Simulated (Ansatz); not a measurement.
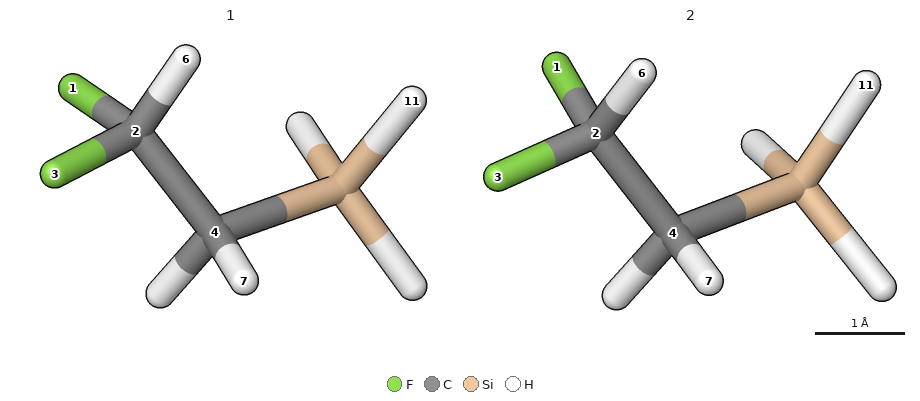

Two geometries of C2H6F2Si (coarse preliminary run), drawn at one scale. One is the start of a relaxation, the other its converged end. The picture is a stick view, seen at a tilt.

The calculation used RKS PBE-D4/def2-SVP (Ansatz). Set-up: force threshold 0.03 eV/Å; at most 200 steps.

Which of the two is the end point?

Answer. Structure 2 is the relaxed one. The start comes from a force field. The atom that moves furthest after the best rigid fit is an F atom (0.36 Å). By element the largest moves are F 0.36 Å, H 0.33 Å, C 0.08 Å, Si 0.07 Å. Near-neighbour distances that change, for instance: H–Si 1.422 → 1.505 Å, C–F 1.319 → 1.376 Å, C–H 1.054 → 1.110 Å, C–F 1.336 → 1.371 Å. Bond angles that change, for instance: F–C–F 103.3° → 107.4°, F–C–C 114.2° → 110.2°, C–C–H 112.5° → 108.9°. Over 7 accepted moves (8 points after the start) the energy falls by 34.4 kJ/mol. The largest force component goes from 2.6 to 0.025 eV/Å. The line search rejected the trial step at point 6 of the run. The run took 8.5 s on 4 threads of Arm Neoverse V2, on a shared host.
